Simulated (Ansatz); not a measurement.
## Σ5 (210) boundary in bcc Ta, starting shift (0.33, 0): structure and resistance

How much does the Σ5 (210) boundary in bcc Ta, starting shift (0.33, 0) reflect electrons?

Program: Ansatz 0.2.0. Level of theory: Ansatz plane-wave DFT, PBE, PAW files; relaxation of a bicrystal slab with its lowest layers held; PAW set soft_1, in the first sound run; inputs show where later runs differ. Results are calculated unless marked as measured.

## (1) Starting point

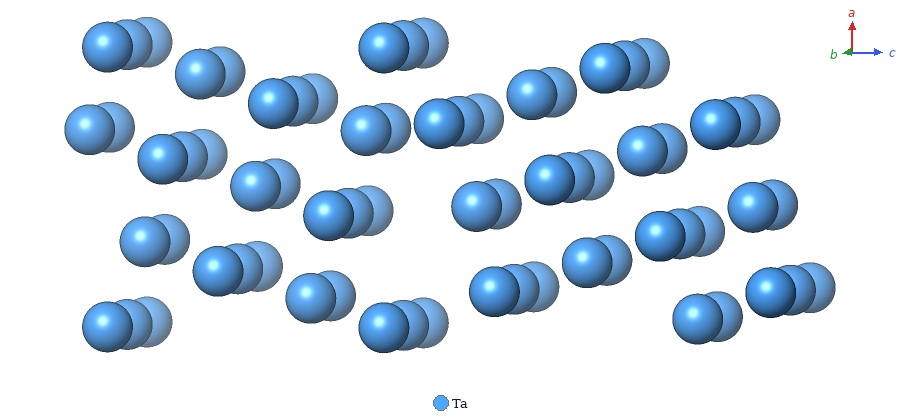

The starting structure, seen from the side, with the c axis across the page (tantalum blue). 1×2×1 cells are drawn. Some periodic images of atoms are drawn too.

The cell holds 25 atoms: 25 Ta. Cell: a = 7.385 Å, b = 3.303 Å, c = 29.462 Å, α = 90.0°, β = 90.0°, γ = 90.0°. It derives from Ta. built on the (2 1 0) plane; 2 overlapping atoms removed and the grains opened by 0 Å. Vacuum lies along c.

## (2) Relaxing the bicrystal

The boundary is built by mirroring the lower grain in the boundary plane and removing any atoms that overlap. A thin bicrystal slab is relaxed first, with the lowest layers held and the upper grain free to shift and open.

input.yaml

```yaml
crystal:
  lattice:
    - [7.3847486598, 0.0, 0.0]
    - [0.0, 3.30256, 0.0]
    - [0.0, 0.0, 29.46187165]
  atoms:
    - { symbol: Ta, position: [0.7000000001, 0.5, 0.1697108744] }
    - { symbol: Ta, position: [1.0e-10, 0.0, 0.1947763175] }
    - { symbol: Ta, position: [0.3, 0.5, 0.2198417605] }
    - { symbol: Ta, position: [0.6, 0.0, 0.2449072036] }
    - { symbol: Ta, position: [0.9, 0.5, 0.2699726466] }
    - { symbol: Ta, position: [0.2, 0.0, 0.2950380897] }
    - { symbol: Ta, position: [0.5, 0.5, 0.3201035327] }
    - { symbol: Ta, position: [0.8, 0.0, 0.3451689758] }
    - { symbol: Ta, position: [0.1, 0.5, 0.3702344188] }
    - { symbol: Ta, position: [0.4, 0.0, 0.3952998619] }
    - { symbol: Ta, position: [0.7, 0.5, 0.4203653049] }
    - { symbol: Ta, position: [0.0, 0.0, 0.445430748] }
    - { symbol: Ta, position: [0.73, 0.0, 0.4955616341] }
    - { symbol: Ta, position: [0.43, 0.5, 0.5206270771] }
    - { symbol: Ta, position: [0.13, 0.0, 0.5456925202] }
    - { symbol: Ta, position: [0.83, 0.5, 0.5707579632] }
    - { symbol: Ta, position: [0.53, 0.0, 0.5958234063] }
    - { symbol: Ta, position: [0.23, 0.5, 0.6208888493] }
    - { symbol: Ta, position: [0.93, 0.0, 0.6459542924] }
    - { symbol: Ta, position: [0.63, 0.5, 0.6710197354] }
    - { symbol: Ta, position: [0.3300000001, 0.0, 0.6960851785] }
    - { symbol: Ta, position: [0.0300000001, 0.5, 0.7211506215] }
    - { symbol: Ta, position: [0.7300000001, 0.0, 0.7462160646] }
    - { symbol: Ta, position: [0.4300000001, 0.5, 0.7712815076] }
    - { symbol: Ta, position: [0.1300000001, 0.0, 0.7963469507] }
kpoints:
  mp_grid: { grid: [3, 7, 1] }
hamiltonian:
  xc: pbe
  pseudopotentials: { kind: paw, azcp: { folder: soft_1 } }
scf:
  occupations: { method: fermi_dirac, width: 0.1 }
relax:
  f_tol: 0.03
  max_steps: 80
  constraints: [{ sites: [0, 1, 2, 3, 4] }]
```

The run is started by

```console
ansatz run input.yaml --threads 4 --pin off --max-ram 15360MiB --backend cpu --events-out ev --progress --plain --runs-dir out
```

Numbers of over 12 decimals in the logs are rounded to 6 here.

Output:

```text
Engine: ansatz 0.2.0, aarch64-unknown-linux-gnu
Pseudopotentials: kind: paw
Pseudopotential: Ta, paw, valence charge 13, recommended cutoff 420 eV (normal), soft_1/Ta.paw.azcp
Functional definition: PBE
  parameter kappa = 0.804
  parameter beta = 0.066725
  exchange = pbe_x(kappa = kappa, mu = beta*pi^2/3)
  correlation = pbe_c(beta = beta)
Crystal: 25 atoms, lattice volume = 718.533 Å³
Basis set: ecut = 420 eV, 14181 PW (Γ), exchange–correlation on 100×48×400 points (8 copies of the dense FFT grid, shifted against one another)
Bands: 195, of which v1, the nominal top of the filled ones, is band 163 counted from 1 (162 counted from 0)
Symmetry: 2 space group operations
Space group: Pm (ITA 6), of the structure as read, at distance tolerance 9.0e-5 Å
k-points: 8 of 21 (time reversal used)
Non-local potential: Ta, projectors of the file, l = 0: 3, l = 1: 2, l = 2: 2, l = 3: 1
PAW form: soft (Blöchl's): semilocal exchange-correlation on the pseudo side does not see the compensation charge
PAW one-centre angular grid: Ta, 590 points (default); XC on 64 Gauss nodes
Initial density: superposition of atomic densities (neutral atoms: chi_scale 0, normalization atom)
Initial wavefunctions: pseudopotential atomic-orbital guess
Functional: x = pbe(κ = 0.804, μ = 0.219515), c = pbe(β = 0.066725)
SCF iter   1: F=—  HF=-248335.456145 eV  |F-HF|=—  |Δ(HF+E_count)|=         —  Δρ=5.19e-2  dr2=3.41e2  ethr=3.10e-3  ⟨swp⟩=9.8  Hψ=7541  notcnv=0  defer=3
preconditioner: auto → LDOS  [metal: Δε(μ)=0.032 eV  Ē_g=4.224 eV  σ=0.100 eV  W_gap=0.08  n_scr=164 (ndim 8)  ℏωp=15.5 eV  f_vac=0.283  D(μ)=21.30/eV (n_scr^D=154)  β→1.0]
SCF iter   2: F=—  HF=-248339.142295 eV  |F-HF|=—  |Δ(HF+E_count)|=    3.69e0  Δρ=6.81e-2  dr2=9.79e2  ethr=3.10e-3  ⟨swp⟩=18.5  Hψ=12297  notcnv=0  defer=14  recentre
SCF iter   3: F=—  HF=-248322.750221 eV  |F-HF|=—  |Δ(HF+E_count)|=    1.64e1  Δρ=2.53e-2  dr2=9.43e1  ethr=3.10e-3  ⟨swp⟩=14.4  Hψ=8584  notcnv=0  defer=14
SCF iter   4: F=—  HF=-248319.492699 eV  |F-HF|=—  |Δ(HF+E_count)|=    3.26e0  Δρ=5.01e-3  dr2=7.88e-1  ethr=3.10e-3  ⟨swp⟩=8.0  Hψ=3286  notcnv=0  defer=10
SCF iter   5: F=—  HF=-248319.460387 eV  |F-HF|=—  |Δ(HF+E_count)|=   3.23e-2  Δρ=2.62e-3  dr2=7.95e-1  ethr=2.43e-4  ⟨swp⟩=4.4  Hψ=2594  notcnv=0  defer=15
SCF iter   6: F=—  HF=-248319.450701 eV  |F-HF|=—  |Δ(HF+E_count)|=   9.69e-3  Δρ=7.38e-4  dr2=1.87e-2  ethr=2.43e-4  ⟨swp⟩=2.6  Hψ=1735  notcnv=0  defer=5
SCF iter   7: F=—  HF=-248319.449908 eV  |F-HF|=—  |Δ(HF+E_count)|=   7.93e-4  Δρ=2.78e-4  dr2=9.46e-4  ethr=5.75e-6  ⟨swp⟩=2.0  Hψ=2139  notcnv=0  defer=5
SCF iter   8: F=—  HF=-248319.451012 eV  |F-HF|=—  |Δ(HF+E_count)|=   1.10e-3  Δρ=9.22e-5  dr2=3.23e-4  ethr=2.91e-7  ⟨swp⟩=2.8  Hψ=2252  notcnv=0  defer=5
SCF iter   9: F=—  HF=-248319.451051 eV  |F-HF|=—  |Δ(HF+E_count)|=   3.90e-5  Δρ=3.71e-5  dr2=1.86e-4  ethr=9.94e-8  ⟨swp⟩=2.0  Hψ=2085  notcnv=0  defer=5
SCF iter  10: F=-248319.451045 eV  HF=-248319.451053 eV  |F-HF|=8.58e-6  |Δ(HF+E_count)|=   2.41e-6  Δρ=1.43e-5  dr2=1.19e-5  ethr=6.92e-9  ⟨swp⟩=3.5  Hψ=5036  notcnv=0
SCF 1 converged in 10 iterations: F = -248319.451045 eV  dr2 = 1.19e-5
  greatest PAW one-centre occupation: 0.999 electrons in one spin orbital (limit 2), on the Ta atom at site 10 (counted from 0), in its partial waves of l = 0
relax step   1: F+E_penalty+E_count = -248319.45104461 eV  Δ(F+E_penalty+E_count) = +0.000e0 eV  max|allowed force component| = 2.173e0 eV/Å  Δτ_max = 0.0000 Å  (10 SCF iters, dr2 threshold 2.25e-5 eV, accepted)
Initial density: handed on by an earlier stage of this run
Initial wavefunctions: those handed on with the density
iter 1 solved again at ethr=2.50e-3 eV; its pass at ethr=3.10e-3 eV (dr2=8.13e0 eV) is discarded
SCF iter   1: F=—  HF=-248320.794256 eV  |F-HF|=—  |Δ(HF+E_count)|=         —  Δρ=1.29e-2  dr2=8.36e0  ethr=2.50e-3  ⟨swp⟩=1.9  Hψ=5188  notcnv=0  defer=4
preconditioner: auto → LDOS  [metal: Δε(μ)=0.027 eV  Ē_g=3.637 eV  σ=0.100 eV  W_gap=0.07  n_scr=164 (ndim 8)  ℏωp=15.5 eV  f_vac=0.291  D(μ)=30.92/eV (n_scr^D=290)  β→1.0]
SCF iter   2: F=—  HF=-248320.363090 eV  |F-HF|=—  |Δ(HF+E_count)|=   4.31e-1  Δρ=5.77e-3  dr2=8.42e-1  ethr=2.50e-3  ⟨swp⟩=3.0  Hψ=2223  notcnv=0  defer=4
SCF iter   3: F=—  HF=-248320.285062 eV  |F-HF|=—  |Δ(HF+E_count)|=   7.80e-2  Δρ=2.11e-3  dr2=1.30e-1  ethr=2.59e-4  ⟨swp⟩=2.4  Hψ=2961  notcnv=0  defer=5
SCF iter   4: F=—  HF=-248320.265442 eV  |F-HF|=—  |Δ(HF+E_count)|=   1.96e-2  Δρ=4.58e-4  dr2=5.16e-3  ethr=4.01e-5  ⟨swp⟩=2.2  Hψ=2511  notcnv=0  defer=5
SCF iter   5: F=—  HF=-248320.264015 eV  |F-HF|=—  |Δ(HF+E_count)|=   1.43e-3  Δρ=1.54e-4  dr2=5.50e-4  ethr=1.59e-6  ⟨swp⟩=2.0  Hψ=2138  notcnv=0  defer=5
SCF iter   6: F=-248320.263969 eV  HF=-248320.263985 eV  |F-HF|=1.59e-5  |Δ(HF+E_count)|=   2.99e-5  Δρ=4.35e-5  dr2=3.27e-5  ethr=3.08e-8  ⟨swp⟩=3.1  Hψ=6162  notcnv=0
SCF 2 converged in 6 iterations: F = -248320.263969 eV  dr2 = 3.27e-5
  greatest PAW one-centre occupation: 0.999 electrons in one spin orbital (limit 2), on the Ta atom at site 20 (counted from 0), in its partial waves of l = 0
relax step   2: F+E_penalty+E_count = -248320.26396933 eV  Δ(F+E_penalty+E_count) = -8.129e-1 eV  max|allowed force component| = 7.333e-1 eV/Å  Δτ_max = 0.1948 Å  (6 SCF iters, dr2 threshold 1.00e-4 eV, accepted)
SCF iter   1: F=—  HF=-248320.948794 eV  |F-HF|=—  |Δ(HF+E_count)|=         —  Δρ=1.14e-2  dr2=1.37e1  ethr=3.10e-3  ⟨swp⟩=7.4  Hψ=3942  notcnv=0  defer=6
preconditioner: auto → LDOS  [metal: Δε(μ)=0.025 eV  Ē_g=3.658 eV  σ=0.100 eV  W_gap=0.06  n_scr=164 (ndim 8)  ℏωp=15.5 eV  f_vac=0.296  D(μ)=30.78/eV (n_scr^D=290)  β→1.0]
SCF iter   2: F=—  HF=-248320.714598 eV  |F-HF|=—  |Δ(HF+E_count)|=   2.34e-1  Δρ=3.64e-3  dr2=6.42e-1  ethr=3.10e-3  ⟨swp⟩=2.0  Hψ=1836  notcnv=0  defer=7
SCF iter   3: F=—  HF=-248320.696114 eV  |F-HF|=—  |Δ(HF+E_count)|=   1.85e-2  Δρ=1.98e-3  dr2=9.14e-2  ethr=1.98e-4  ⟨swp⟩=2.4  Hψ=2857  notcnv=0  defer=7
SCF iter   4: F=—  HF=-248320.679909 eV  |F-HF|=—  |Δ(HF+E_count)|=   1.62e-2  Δρ=3.80e-4  dr2=4.55e-3  ethr=2.81e-5  ⟨swp⟩=2.1  Hψ=2709  notcnv=0  defer=6
SCF iter   5: F=—  HF=-248320.678232 eV  |F-HF|=—  |Δ(HF+E_count)|=   1.68e-3  Δρ=1.03e-4  dr2=2.66e-4  ethr=1.40e-6  ⟨swp⟩=3.2  Hψ=2842  notcnv=0  defer=6
SCF iter   6: F=—  HF=-248320.678234 eV  |F-HF|=—  |Δ(HF+E_count)|=   1.62e-6  Δρ=3.63e-5  dr2=3.56e-5  ethr=8.20e-8  ⟨swp⟩=2.1  Hψ=2249  notcnv=0  defer=6
SCF iter   7: F=-248320.678233 eV  HF=-248320.678237 eV  |F-HF|=4.36e-6  |Δ(HF+E_count)|=   2.89e-6  Δρ=1.70e-5  dr2=6.54e-6  ethr=1.03e-8  ⟨swp⟩=4.8  Hψ=4596  notcnv=0
SCF 3 converged in 7 iterations: F = -248320.678233 eV  dr2 = 6.54e-6
  greatest PAW one-centre occupation: 0.999 electrons in one spin orbital (limit 2), on the Ta atom at site 8 (counted from 0), in its partial waves of l = 0
relax step   3: F+E_penalty+E_count = -248320.67823263 eV  Δ(F+E_penalty+E_count) = -4.143e-1 eV  max|allowed force component| = 5.885e-1 eV/Å  Δτ_max = 0.2000 Å  (7 SCF iters, dr2 threshold 3.36e-5 eV, accepted)
[... from here on, the SCF cycles and remarks between the steps are left out ...]
relax step   4: F+E_penalty+E_count = -248320.92759412 eV  Δ(F+E_penalty+E_count) = -2.494e-1 eV  max|allowed force component| = 2.539e-1 eV/Å  Δτ_max = 0.2000 Å  (7 SCF iters, dr2 threshold 3.95e-5 eV, accepted)
relax step   5: F+E_penalty+E_count = -248321.02459786 eV  Δ(F+E_penalty+E_count) = -9.700e-2 eV  max|allowed force component| = 1.261e-1 eV/Å  Δτ_max = 0.2000 Å  (7 SCF iters, dr2 threshold 1.20e-5 eV, accepted)
relax step   6: F+E_penalty+E_count = -248321.07328267 eV  Δ(F+E_penalty+E_count) = -4.868e-2 eV  max|allowed force component| = 1.160e-1 eV/Å  Δτ_max = 0.1946 Å  (8 SCF iters, dr2 threshold 2.96e-6 eV, accepted)
relax step   7: F+E_penalty+E_count = -248321.10103048 eV  Δ(F+E_penalty+E_count) = -2.775e-2 eV  max|allowed force component| = 2.219e-1 eV/Å  Δτ_max = 0.1951 Å  (7 SCF iters, dr2 threshold 3.31e-6 eV, accepted)
relax step   8: F+E_penalty+E_count = -248321.11996560 eV  Δ(F+E_penalty+E_count) = -1.894e-2 eV  max|allowed force component| = 1.420e-1 eV/Å  Δτ_max = 0.1909 Å  (6 SCF iters, dr2 threshold 4.17e-5 eV, accepted)
relax step   9: F+E_penalty+E_count = -248321.13299375 eV  Δ(F+E_penalty+E_count) = -1.303e-2 eV  max|allowed force component| = 6.484e-2 eV/Å  Δτ_max = 0.0612 Å  (6 SCF iters, dr2 threshold 8.26e-6 eV, accepted)
relax step  10: F+E_penalty+E_count = -248321.13712380 eV  Δ(F+E_penalty+E_count) = -4.130e-3 eV  max|allowed force component| = 8.818e-2 eV/Å  Δτ_max = 0.0982 Å  (8 SCF iters, accepted)
relax step  11: F+E_penalty+E_count = -248321.14183730 eV  Δ(F+E_penalty+E_count) = -4.713e-3 eV  max|allowed force component| = 3.668e-2 eV/Å  Δτ_max = 0.0789 Å  (7 SCF iters, dr2 threshold 1.62e-6 eV, accepted)
SCF iter   1: F=—  HF=-248321.150718 eV  |F-HF|=—  |Δ(HF+E_count)|=         —  Δρ=2.83e-3  dr2=9.11e-2  ethr=6.31e-4  ⟨swp⟩=4.6  Hψ=3011  notcnv=0  defer=6
preconditioner: auto → LDOS  [metal: Δε(μ)=0.013 eV  Ē_g=3.681 eV  σ=0.100 eV  W_gap=0.03  n_scr=164 (ndim 8)  ℏωp=15.5 eV  f_vac=0.305  D(μ)=28.92/eV (n_scr^D=268)  β→1.0]
SCF iter   2: F=—  HF=-248321.146369 eV  |F-HF|=—  |Δ(HF+E_count)|=   4.35e-3  Δρ=8.81e-4  dr2=2.78e-2  ethr=2.80e-5  ⟨swp⟩=2.0  Hψ=2887  notcnv=0  defer=6
SCF iter   3: F=—  HF=-248321.144688 eV  |F-HF|=—  |Δ(HF+E_count)|=   1.68e-3  Δρ=2.50e-4  dr2=2.54e-3  ethr=8.54e-6  ⟨swp⟩=2.0  Hψ=2597  notcnv=0  defer=6
SCF iter   4: F=—  HF=-248321.144664 eV  |F-HF|=—  |Δ(HF+E_count)|=   2.45e-5  Δρ=1.64e-4  dr2=5.09e-4  ethr=7.82e-7  ⟨swp⟩=2.0  Hψ=2673  notcnv=0  defer=6
SCF iter   5: F=—  HF=-248321.144573 eV  |F-HF|=—  |Δ(HF+E_count)|=   9.10e-5  Δρ=2.85e-5  dr2=2.70e-5  ethr=1.57e-7  ⟨swp⟩=2.4  Hψ=2753  notcnv=0  defer=6
SCF iter   6: F=—  HF=-248321.143353 eV  |F-HF|=—  |Δ(HF+E_count)|=   1.22e-3  Δρ=1.38e-5  dr2=4.41e-6  ethr=8.32e-9  ⟨swp⟩=3.0  Hψ=2250  notcnv=0  defer=6
SCF iter   7: F=—  HF=-248321.143354 eV  |F-HF|=—  |Δ(HF+E_count)|=   9.25e-7  Δρ=4.06e-6  dr2=4.85e-7  ethr=1.36e-9  ⟨swp⟩=2.1  Hψ=2186  notcnv=0  defer=6
SCF iter   8: F=-248321.143354 eV  HF=-248321.143354 eV  |F-HF|=7.01e-8  |Δ(HF+E_count)|=   1.48e-8  Δρ=1.30e-6  dr2=8.94e-8  ethr=3.08e-11  ⟨swp⟩=5.0  Hψ=5808  notcnv=0
SCF 12 converged in 8 iterations: F = -248321.143354 eV  dr2 = 8.94e-8
relax step  12: F+E_penalty+E_count = -248321.14335380 eV  Δ(F+E_penalty+E_count) = -1.517e-3 eV  max|allowed force component| = 1.968e-2 eV/Å  Δτ_max = 0.0550 Å  (8 SCF iters, accepted)
SCF converged after 8 iterations
Free energy (F): -248321.143354 eV
Harris-Foulkes:  -248321.143354 eV  (|F-HF|=7.01e-8)
Internal energy: -248320.190615 eV  (E = F + TS)
E sigma→0 (E₀):  -248320.666984 eV
Entropy (-TS):   -0.952739 eV (-38.110 meV/atom)
Fermi energy:    10.305302 eV
--- Per-component energies (eV) ---
  E_band       = -5351.889917
  E_kinetic    = 9812.516866
  E_local      = -260843.346660  (includes V_loc(G=0)·N_el)
  E_nonlocal   = -274.932310
  E_hartree    = 127173.783628
  E_xc         = -8015.393032
  E_vxc        = -5819.693139  (∫ρ·V_xc dr)
  E_paw        = -207614.063454  (= ΣΔE_a)
  E_vpaw       = -2574.016895  (= ΣTr[D̂ρ^β])
  E_aug_tail   = 0.002342  (compensation charges beyond the density's cutoff)
  E_ewald      = 91441.242006
  E_smearing   = -0.952739  (= −TS)
  E_closure    = 0.000000  (closes the sum)
  Σ components = -248321.143354   (vs F -248321.143354, Δ=0.00e0)
--- Forces (eV/Å), atoms counted from 1 ---
  atom   1  Ta     0.44953509    -0.00000000     1.72965867
  atom   2  Ta    -0.71203632     0.00000000    -0.19119136
  atom   3  Ta     0.01430998    -0.00000000    -0.15619613
  atom   4  Ta     0.17292177    -0.00000000    -0.77796917
  atom   5  Ta     0.07130237    -0.00000000    -0.59475461
  atom   6  Ta     0.00487644    -0.00000000     0.00205687
  atom   7  Ta     0.00351332    -0.00000000    -0.00482538
  atom   8  Ta    -0.00606921    -0.00000000     0.00491515
  atom   9  Ta    -0.00421821     0.00000000     0.00509026
  atom  10  Ta     0.00087124    -0.00000000    -0.00849976
  atom  11  Ta     0.01697276    -0.00000000    -0.00663493
  atom  12  Ta     0.00424906     0.00000000    -0.00387462
  atom  13  Ta    -0.01141280     0.00000000    -0.00913991
  atom  14  Ta    -0.00292935    -0.00000000     0.01968179
  atom  15  Ta    -0.00459538     0.00000000    -0.01897083
  atom  16  Ta    -0.00333020    -0.00000000     0.00541353
  atom  17  Ta    -0.00131017    -0.00000000    -0.00052711
  atom  18  Ta     0.00319639    -0.00000000    -0.01002193
  atom  19  Ta     0.00306652    -0.00000000     0.00091100
  atom  20  Ta    -0.00179262    -0.00000000     0.00499075
  atom  21  Ta     0.00493450     0.00000000     0.00341605
  atom  22  Ta     0.00785761     0.00000000     0.00895695
  atom  23  Ta    -0.00177939    -0.00000000     0.00239114
  atom  24  Ta    -0.00267083    -0.00000000    -0.00232617
  atom  25  Ta    -0.00556111    -0.00000000    -0.00246433
  max |Σ_I F_I| component: 9.85e-5 eV/Å
--- Relaxed structure (12 steps of the walk, 12 accepted, 0 SCFs on fresh bases) ---
  F+E_penalty+E_count = -248321.14335380 eV   max|allowed force component| = 1.968e-2 eV/Å
  atoms:
    - { symbol: Ta, position: [0.7000000001, 0.500000, 0.169711] }
    - { symbol: Ta, position: [9.999999999999999e-11, 0.0, 0.194776] }
    - { symbol: Ta, position: [0.3, 0.500000, 0.219842] }
    - { symbol: Ta, position: [0.6, 0.0, 0.244907] }
    - { symbol: Ta, position: [0.9, 0.500000, 0.269973] }
    - { symbol: Ta, position: [0.200653, -1.6209278825234698e-19, 0.295013] }
    - { symbol: Ta, position: [0.497507, 0.500000, 0.321054] }
    - { symbol: Ta, position: [0.803806, -9.448129423805699e-19, 0.345350] }
    - { symbol: Ta, position: [0.109087, 0.500000, 0.371156] }
    - { symbol: Ta, position: [0.402664, -6.614370167906535e-19, 0.400725] }
    - { symbol: Ta, position: [0.708887, 0.500000, 0.418026] }
    - { symbol: Ta, position: [0.017812, -4.421943506615293e-18, 0.444385] }
    - { symbol: Ta, position: [0.632417, 2.422530002038459e-17, 0.488965] }
    - { symbol: Ta, position: [0.316968, 0.500000, 0.488466] }
    - { symbol: Ta, position: [0.028735, 2.5139484184817697e-17, 0.534280] }
    - { symbol: Ta, position: [0.719951, 0.500000, 0.559406] }
    - { symbol: Ta, position: [0.413550, 2.890913861181747e-17, 0.577488] }
    - { symbol: Ta, position: [0.119399, 0.500000, 0.606338] }
    - { symbol: Ta, position: [0.809425, 2.993322617835405e-17, 0.632484] }
    - { symbol: Ta, position: [0.508846, 0.500000, 0.657579] }
    - { symbol: Ta, position: [0.212510, 2.9167404755857836e-17, 0.683002] }
    - { symbol: Ta, position: [-0.091599, 0.500000, 0.707092] }
    - { symbol: Ta, position: [0.601794, 3.1827586396134166e-17, 0.733526] }
    - { symbol: Ta, position: [0.302047, 0.500000, 0.757060] }
    - { symbol: Ta, position: [0.00672889, 3.0602473736444737e-17, 0.774773] }
```

Wall time 8.9 min (4 threads of Arm Neoverse V1, shared host); peak memory 2.8 GiB; 33 min of CPU time.

(Part 1 of 3 ends here.)

[Logs are printed without paths, hosts, clocks, repeated set-up lines and the standing remarks that a program may print on its own settings, such as how far it seeks lower states.]

[Hosts, paths, dates, database ids (printed as entryN), source tags and the programs' standing remarks are cut or masked in the printed files.]
